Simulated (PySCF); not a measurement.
**C6H8OSSi: density, localisation and related maps**

```xyz
17

C     1.2183   -1.3055   -1.7149
C     0.6312   -0.4781   -0.8330
O     1.3164    0.3263    0.0167
Si    2.9848    0.4770    0.1695
C    -0.8148   -0.3294   -0.6695
C    -1.8518   -0.9772   -1.3063
C    -3.1259   -0.5426   -0.8631
C    -3.0400    0.4280    0.1042
S    -1.4145    0.8160    0.4791
H     2.3045   -1.3816   -1.7949
H     0.6196   -1.9272   -2.3789
H     3.5825    0.9477   -1.1142
H     3.1772    1.4829    1.2449
H     3.5905   -0.8327    0.5497
H    -1.7001   -1.7433   -2.0673
H    -4.0712   -0.9326   -1.2428
H    -3.8554    0.9354    0.6182
```

Geometry: PBE0-D3(BJ)/def2-SVP.

The calculation used PySCF 2.14.0, PBE0/pcSseg-1, SCF density, gas phase, non-relativistic.

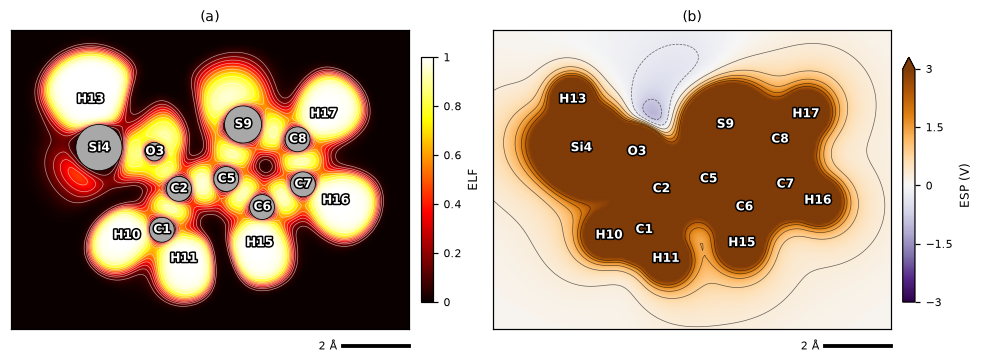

Figure 1. (a) electron localisation function; (b) electrostatic potential on the plane of atoms C5, S9 and C8. Grey discs cover the atomic cores in the ELF map.

Describe what can be read from this map.

The section cuts through C, O, Si, S and H sites. C–C (1.34 Å): the ELF peaks at about 0.95 between the atoms (a multiple bond). C–O (1.36 Å): the ELF peaks at about 0.90 between the atoms: a shared but strongly polarised pair. Si–O (1.68 Å): the ELF peaks at about 0.90 between the atoms: a polar covalent bond. C–S (1.71 Å): the ELF peaks at about 0.90 between the atoms: localised, covalent bonding. C–H (1.09 Å): the ELF climbs to about 1 towards the hydrogen, as it does in any bond to H: a covalent bond by its length. The ELF also peaks beside O3 and S9, away from the bonds: lone-pair regions. Outside the dense part of the molecule the potential is most negative (−1.1 V) near O3.

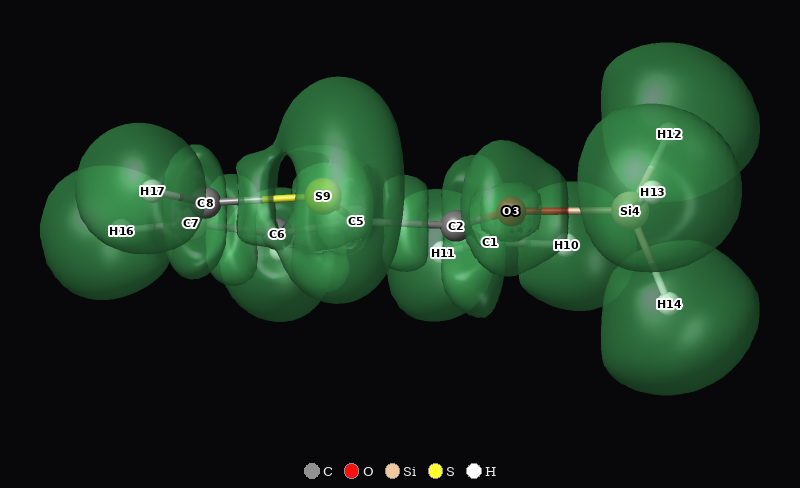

Figure 2. Isosurface of the electron localisation function at 0.75 (green), seen from one side. Only the valence region is drawn (cores and ρ < 0.01 e/Å³ removed).

Identify the bonds, lone pairs and shells in this picture.

The ELF exceeds this value in five regions between bonded C–C atoms (shared pairs), eight regions around hydrogen nuclei, one region on O in which the atom's valence shell and bonds are merged and one region on S in which the atom's valence shell and bonds are merged.

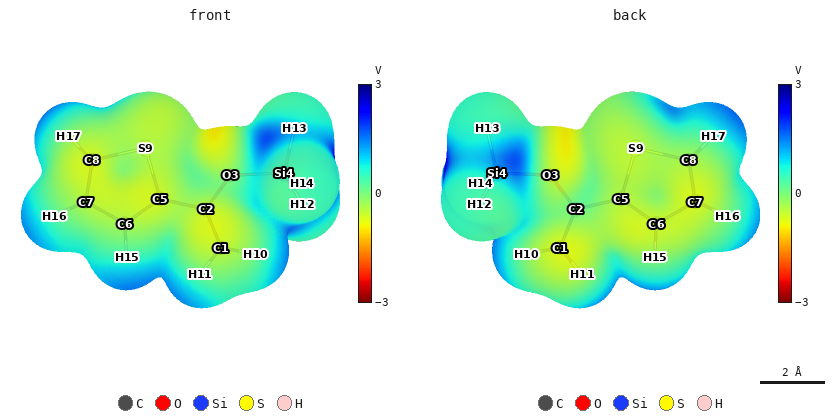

Figure 3. The molecular electrostatic potential painted on the density surface at 0.004 e/bohr³, seen from the front and from behind; the colour scale runs from red (negative) to blue (positive).

Where is the surface potential most negative and most positive?

The most negative region (about −0.9 V) lies over O3, the most positive (about +2.5 V) over Si4.

What dipole moment does the calculation give?

Its dipole moment is 0.55 D.
